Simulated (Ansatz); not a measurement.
## PbI2 (CdI2 type), energy against volume

PbI$_{2}$ (CdI2 type)

Space group P-3m1 (No. 164); a = b = 4.559 Å, c = 6.973 Å, α = β = 90.00°, γ = 120.00°

```
atom  site  symmetry       x       y       z
----  ----  --------  ------  ------  ------
Pb      1a      -3m.  0.0000  0.0000  0.0000
I       2d       3m.  0.3333  0.6667  0.2709
```

This relaxed cell (volume V₀) is scaled evenly in all directions, its shape held. The atoms relax within the cell's symmetry.

All values below come from PBE-D3(BJ) (plane waves to 420 eV, PAW, scalar-relativistic; Ansatz, a program for electronic structure). k mesh 8×8×5 (Γ-centred), Fermi-Dirac smearing 0.05 eV. E stands for the smeared free energy. Stress and pressure are positive under compression. With the shape held, the modulus is that of even scaling; a crystal free to change shape is softer. PbI2 was relaxed with its symmetry unable to fall. Spin-orbit coupling is left out, though I and Pb are heavy. The zero of ΔE is the relaxed starting cell.

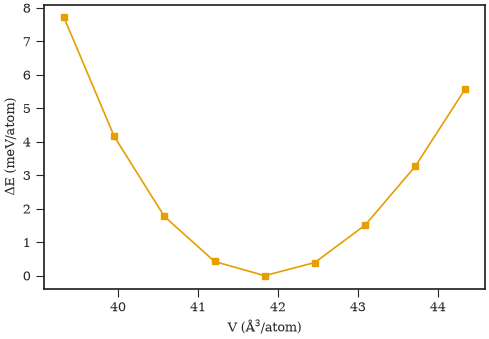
*ΔE (meV/atom) against V (Å³/atom); computed points joined by lines.*

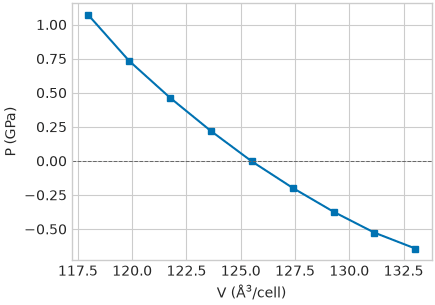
Fig. 1. P (GPa) against V (Å³/cell); markers are the computed points, lines only join them.

The pressure derivative B₀′ (fit) is 7.1. The energy cost of the largest compression comes out as 7.7 meV/atom and the pressure at the smallest volume is 1.07 GPa. The bulk modulus at fixed cell shape B₀ (third-order Birch-Murnaghan fit) is 13.9 GPa and the equilibrium volume of the fit comes out as 41.84 Å³/atom.

(Under strain, the slope of the energy per volume gives the stress and its curvature an elastic modulus.)
